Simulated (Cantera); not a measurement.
Feed: 1 mol Al, 0.52 mol Br2, at 675 K.

Cantera equilibrium calculation (NASA polynomials, part measured and part estimated; ideal gas, pure solids and liquids). Candidate condensed phases: Al, AlBr3, Br2; 7 gas species. The numbers say what is thermodynamically allowed, not how fast it happens.

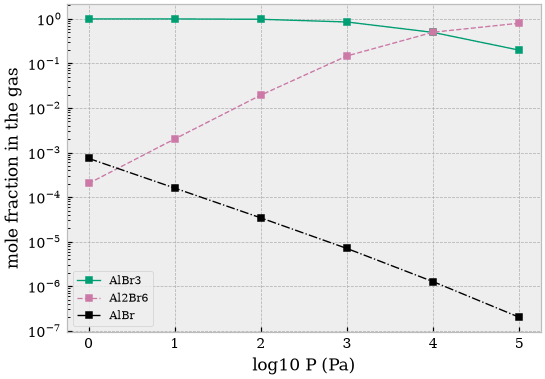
Fig. 1. Equilibrium gas composition (values under 1e-9 drawn at 1e-9)

Question: Read off the mole fractions at 0.0100 bar.

Answer: AlBr3 about 0.85, Al2Br6 about 0.15, AlBr about 7.0e-6.
